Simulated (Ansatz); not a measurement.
# UMP2/STO-3G run of BNH2Cl (SMILES N[B]Cl)

Aim: the energy change on altering one bond length of BNH2Cl at UMP2/STO-3G, from 2 runs. 

The results are computed with Ansatz 0.2.0.

76 further runs of the same task are left out: 76 set aside as unsound or not needed.

## (1) The molecule

The species is BNH2Cl (5 atoms), meant as a doublet with charge 0. As SMILES, `N[B]Cl`. Geometry: relaxed at PBE0-D4/def2-TZVP. This is one conformer, not always the lowest.

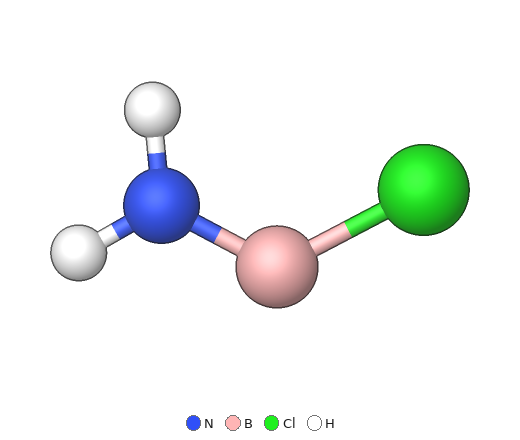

The structure, seen from a chosen angle (nitrogen blue, boron pink, chlorine green, hydrogen white).

## (2) A single-point energy at UMP2/STO-3G

job.yaml reads:

```yaml
crystal:
  periodic: [false, false, false]
  atoms:
    - symbol: "N"
      position_ang: [-0.334000, 0.412100, -0.256700]
    - symbol: B
      position_ang: [-0.098400, -0.544600, 0.704400]
    - symbol: Cl
      position_ang: [1.343200, -1.526200, 0.784600]
    - symbol: H
      position_ang: [-1.176700, 0.959900, -0.273100]
    - symbol: H
      position_ang: [0.315800, 0.625100, -1.000600]
basis:
  gaussian:
    orbitals: STO-3G
magnetization:
  spin_polarized: true
  initial_magnetization: 1
correlation:
  method: mp2
  frozen_orbitals: {B: 1, Cl: 5, H: 0, "N": 1}
accuracy: high
```

Launch:

```console
$ ansatz run job.yaml --threads 1 --pin off --max-ram 2610MiB --events-out events.jsonl --progress --plain --runs-dir runs
```

The log of the run:

```text
Warning: RAYON_NUM_THREADS=1 ignored (pool sized by the plan → 1); use --threads N
Functional definition: HF
  name "HF"
  exchange = exact_x
  correlation = 0
372 factors; integrals over basis functions are off by at most 2.5e-8 eV
mean field evaluation 1: about -14525.6481 eV, gradient 1.1e1 eV
mean field evaluation 2: about -14525.7212 eV, gradient 1.1e1 eV
mean field evaluation 4: about -14527.1915 eV, gradient 1.7e0 eV
mean field evaluation 8: about -14527.2491 eV, gradient 1.4e-3 eV
mean field -14527.24811704 eV, -533.8665213786 hartree, gradient 9.1e-8 eV, S^2 0.758715; 0 other end points of the search recorded, 0 dependent functions left out
7 core orbitals not correlated: weight in the atoms' cores, before any rotation towards them, 1.000 or more for the frozen orbitals, at most 0.000 for the correlated occupied ones
reference -14527.24811704 eV, -533.8665213786 hartree; 9, 8 occupied and 5, 6 virtual orbitals, 372 factors
second order -2.22729989 eV of doubles, -0.00000000 eV of singles
Total energy: -14529.47541693 eV, -533.9483731400 hartree
```

It took 0.16 s on 1 thread of Arm Neoverse V1, shared host.

## (3) The distorted shape at the same level

input.yaml reads:

```yaml
crystal:
  periodic: [false, false, false]
  atoms:
    - symbol: "N"
      position_ang: [-0.496479, 0.358840, -0.070691]
    - symbol: B
      position_ang: [-0.260879, -0.597860, 0.890409]
    - symbol: Cl
      position_ang: [1.180721, -1.579460, 0.970609]
    - symbol: H
      position_ang: [-1.339179, 0.906640, -0.087091]
    - symbol: H
      position_ang: [0.315800, 0.625100, -1.000600]
basis:
  gaussian: {orbitals: STO-3G}
magnetization: {spin_polarized: true, initial_magnetization: 1}
correlation: {method: mp2, frozen_orbitals: {B: 1, Cl: 5, H: 0, "N": 1}}
accuracy: high
```

Launch:

```console
$ ansatz run input.yaml --threads 1 --pin off --max-ram 2610MiB --events-out events.jsonl --progress --plain --runs-dir runs
```

The log of the run:

```text
Warning: RAYON_NUM_THREADS=1 ignored (pool sized by the plan → 1); use --threads N
[... 4 set-up lines as earlier in the session ...]
372 factors; integrals over basis functions are off by at most 3.0e-8 eV
mean field evaluation 1: about -14524.3293 eV, gradient 1.2e1 eV
mean field evaluation 2: about -14524.3995 eV, gradient 1.2e1 eV
mean field evaluation 4: about -14526.0354 eV, gradient 2.0e0 eV
mean field evaluation 8: about -14526.1164 eV, gradient 8.6e-2 eV
mean field evaluation 16: about -14526.1155 eV, gradient 1.3e-8 eV
mean field -14526.11552856 eV, -533.8248995197 hartree, gradient 1.3e-8 eV, S^2 0.768116; 0 other end points of the search recorded, 0 dependent functions left out
7 core orbitals not correlated: weight in the atoms' cores, before any rotation towards them, 1.000 or more for the frozen orbitals, at most 0.000 for the correlated occupied ones
reference -14526.11552856 eV, -533.8248995197 hartree; 9, 8 occupied and 5, 6 virtual orbitals, 372 factors
second order -2.52958358 eV of doubles, -0.00000000 eV of singles
Total energy: -14528.64511214 eV, -533.9178600017 hartree
```

Run time: 0.18 s. Hardware: 1 thread of Arm Neoverse V1, shared host.

## (4) Summary of results

At UMP2/STO-3G, 7 core orbitals frozen:

| quantity | value |
| --- | --- |
| first shape: total energy | -533.94837 Eh |
| first shape: correlation energy (7 core orbitals frozen) | -81.9 mEh |
| first shape: ⟨S²⟩ of the reference determinant | 0.759 |
| distorted shape: total energy | -533.91786 Eh |
| distorted shape: correlation energy (7 core orbitals frozen) | -93.0 mEh |
| distorted shape: ⟨S²⟩ of the reference determinant | 0.768 |
| energy change with the N1–H5 bond stretched from 1.010 to 1.263 Å | 0.830 eV |

In words: With the N1–H5 bond stretched from 1.010 to 1.263 Å the energy rises by 0.83 eV (80.1 kJ/mol). The first shape isn't relaxed at this level, so the change isn't measured from a minimum. The minimal basis adds a large error of its own.
